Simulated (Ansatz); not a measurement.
```xyz
4

B     0.2784    0.0000    0.2060
H     0.2178    0.0000    1.4131
F     1.4556    0.0000   -0.4268
F    -0.8281    0.0000   -0.5435
```

Method: Ansatz, RKS PBE-D4/cc-pVDZ.

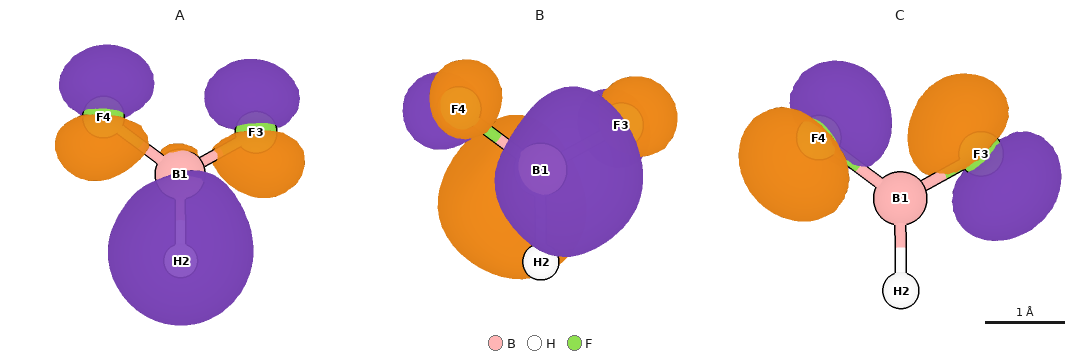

BF2H. Three frontier orbitals at ±0.15 Å⁻³ᐟ² (orange and purple are the two phases), in no order.

### Order the three orbitals by energy and name them.

C is the HOMO−1 (−9.73 eV). Its weight (Hirshfeld) is mainly on F3 (about 45 %) and F4 (about 45 %); it is symmetric in the molecular plane (an in-plane orbital: σ, lone-pair or in-plane π type); largely a combination of lone pairs on F3 and F4. A is the HOMO (−8.88 eV). Its weight (Hirshfeld) is mainly on H2 (about 30 %), B1 (about 25 %), F3 (about 25 %) and F4 (about 25 %); it is symmetric in the molecular plane (an in-plane orbital: σ, lone-pair or in-plane π type). B is the LUMO (−1.28 eV). It lies mainly on B1 (about 65 %), F3 (about 15 %), F4 (about 15 %) and H2 (about 10 %); it changes sign across the molecular plane (π type).

### What is the HOMO–LUMO gap?

7.60 eV between the orbital energies.
